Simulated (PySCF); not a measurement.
```xyz
18

C    -3.0680   -1.1685   -0.9440
C    -2.3752   -0.4074   -0.3324
C    -1.4863    0.4712    0.3861
C    -0.4374   -0.2377    1.2706
C     0.7006    0.4761    0.5090
C     1.6978   -0.4234   -0.1326
C     3.0074   -0.2743   -0.0562
C    -0.3445    1.0832   -0.4550
H    -3.6939   -1.8223   -1.4739
H    -2.0708    1.2191    0.9270
H    -0.4310   -1.3184    1.1400
H    -0.4986   -0.0100    2.3324
H     1.2063    1.2323    1.1117
H     1.2739   -1.2424   -0.7006
H     3.6883   -0.9491   -0.5468
H     3.4560    0.5324    0.5009
H    -0.3450    2.1696   -0.5113
H    -0.2884    0.6758   -1.4631
```

Geometry: GFN2-xTB.

Method: PBE0/pcSseg-1, SCF density, gas phase, non-relativistic (PySCF).

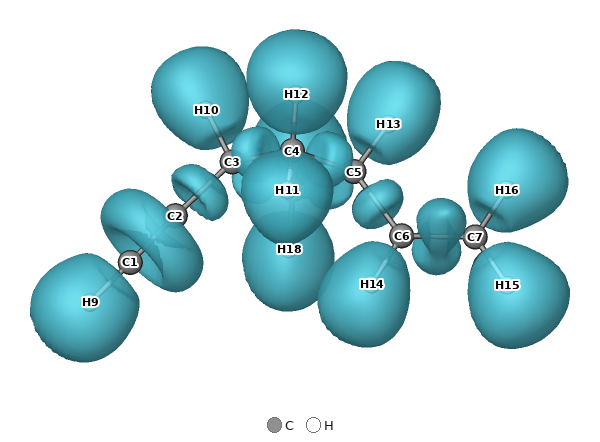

C$_{8}$H$_{10}$. Isosurface of the ELF at 0.75 (cyan), seen at a tilt. Only the valence region is drawn (cores and ρ < 0.01 e/Å³ removed).

Where are the electrons localised?

Answer. The ELF exceeds this value in eight regions between bonded C–C atoms (shared pairs) and ten regions around hydrogen nuclei. Along the contacts the grid gives the following. C–C (1.20 Å): the ELF peaks at about 0.85 between the atoms; a short, multiple covalent bond. C–H (1.05 Å): the ELF climbs to about 1 towards the hydrogen, as it does in any bond to H: a covalent bond by its length.
